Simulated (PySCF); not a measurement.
## A study: BCl2H, SMILES `ClBCl`

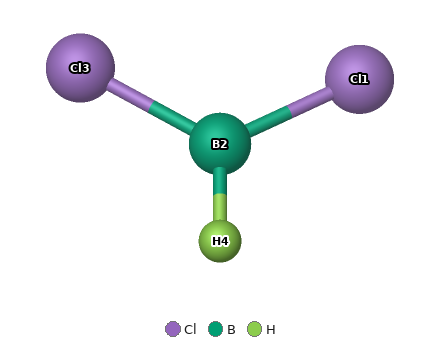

The molecule, with its atoms numbered as below. No frequency check shows the geometry to be a minimum.

Geometry (Å), atoms numbered from 1:

```
Cl1     -1.4746   -0.1566    0.0000
B2      -0.0001    0.6919    0.0000
Cl3      1.4746   -0.1566    0.0000
H4      -0.0002    1.8651    0.0000
```

Part 1: Bonding charge

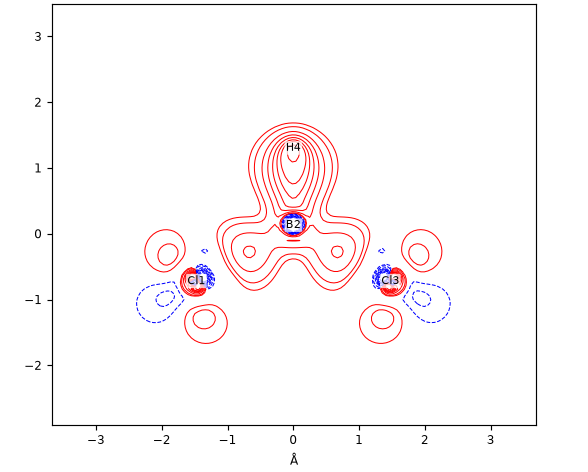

Deformation density (molecule less spherical, spin-averaged free atoms) in the molecular plane; contours at ±0.05 to ±0.8 e/Å³; solid red lines: gain, dashed blue lines: loss.

Level of theory: PBE/def2-TZVP (PySCF), at a geometry from GFN2-xTB.

How much density has each bond in this plane gained at its critical point, relative to the free atoms?

Answer. B2–H4: +0.55 e/Å³ at the bond critical point (bond length 1.17 Å, Mayer order 1.0). Cl1–B2 and B2–Cl3: +0.25 e/Å³ at the bond critical point (bond length 1.70 Å, Mayer order 1.4). In all, 0.8 electrons gather in the regions of gain relative to the promolecule.

Where do the Hirshfeld charges lie?

Answer. The highest Hirshfeld charge is on B2 (+0.11 e), the lowest on H4 (−0.05 e).

```json
{"atom": "Cl1", "charge (e)": "−0.03"}
{"atom": "B2", "charge (e)": "+0.11"}
{"atom": "Cl3", "charge (e)": "−0.03"}
{"atom": "H4", "charge (e)": "−0.05"}
```

Part 2: Bond critical points

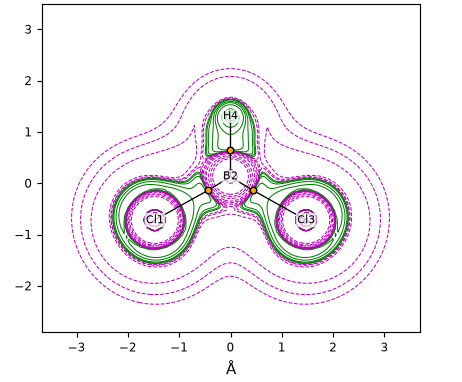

Negative Laplacian of the density (−∇²ρ) in the molecular plane (solid green lines positive, dashed magenta lines negative, contours at ±0.02 to ±8 a.u.), with bond paths and bond critical points (dots).

Sort the bonds in the plane by the sign of ∇²ρ at their critical points.

Answer. Concentrated (∇²ρ < 0): B2–H4 (−0.47 a.u.). Depleted (∇²ρ > 0): Cl1–B2 and B2–Cl3 (+0.04 a.u., H = −0.165). A positive Laplacian with clearly negative H marks a strongly polar covalent bond, whose critical point lies close to the core of the less electronegative atom.

Where along Cl1–B2 does the critical point lie?

Answer. 1.19 Å from Cl1 and 0.51 Å from B2.

Part 3: Local ionisation energy

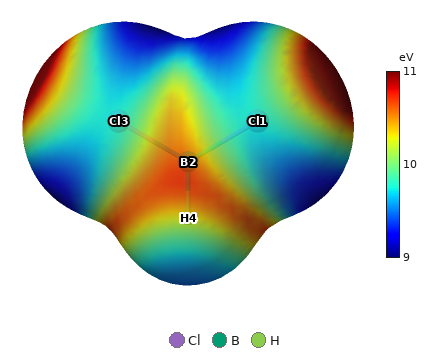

Average local ionisation energy on the surface of electron density 0.001 a.u.

Where are the most loosely bound electrons on this surface?

Answer. The lowest value is 9.0 eV, 2.1 Å from Cl1, and at like points elsewhere. Further minima include 9.0 eV, 2.1 Å from Cl3, and at like points elsewhere; 9.5 eV, 1.4 Å from H4. For comparison, the highest occupied orbital lies at −7.8 eV.

Part 4: In an electric field

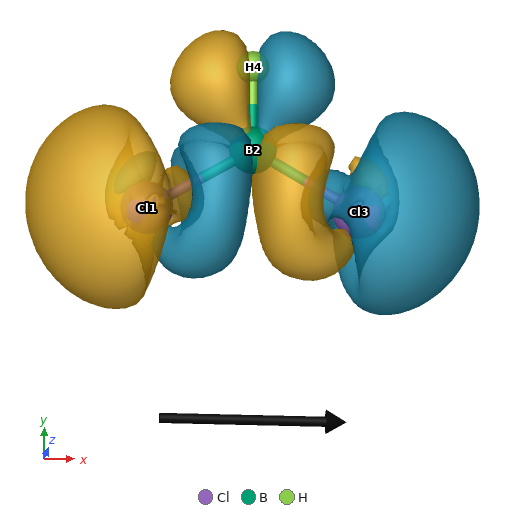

Change of the electron density in a uniform field of 0.21 V/Å along +x (arrow), surfaces at ±0.001 e/Å³ (yellow: gain, teal: loss).

Computed with PySCF, PBE/def2-TZVP, geometry: GFN2-xTB. A basis without diffuse functions makes polarisabilities too small.

What dipole is induced, and what polarisability does it imply?

Answer. The induced dipole is 0.53 D (along the field); α along this axis, from the fields in both directions, is 52 bohr³ (7.7 Å³).

Which atoms gain and lose the most charge?

Answer. Electrons gather most on Cl1 (Hirshfeld charge changes by −0.021 e) and leave Cl3 most (+0.021 e); 0.041 electrons are displaced in all.

Part 5: Removing or adding an electron

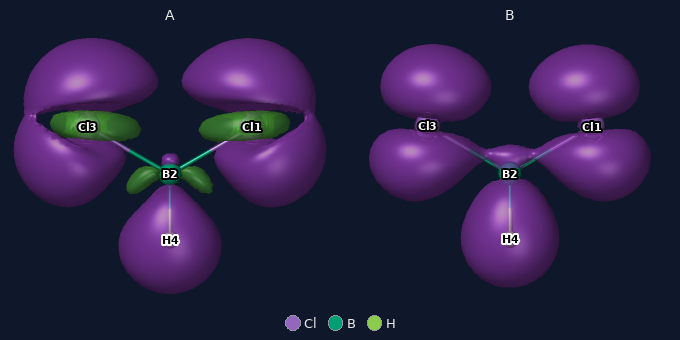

The Fukui function f⁻ from two separate SCF calculations and the density of the HOMO, at ±0.015 e/Å³ (purple positive, green negative).

Computed with PySCF, PBE/def2-TZVP, geometry: GFN2-xTB.

Which panel is which, and how good is the frozen-orbital picture?

Answer. A is f⁻ (it has negative regions), B the HOMO density. The HOMO lies on Cl1 and Cl3 (35 % each), H4 (16 %) and B2 (14 %); f⁻ (Hirshfeld-condensed) is largest on Cl1 and Cl3 (0.36 each); the vertical ionisation energy is 11.20 eV. Relaxation shifts 2 % of the electron between atoms. The orbital energy is −7.80 eV.

The PySCF runs shown took 6.7 s, 16 s and 50 s on 1 thread of Arm Neoverse V2, with other jobs on the host.
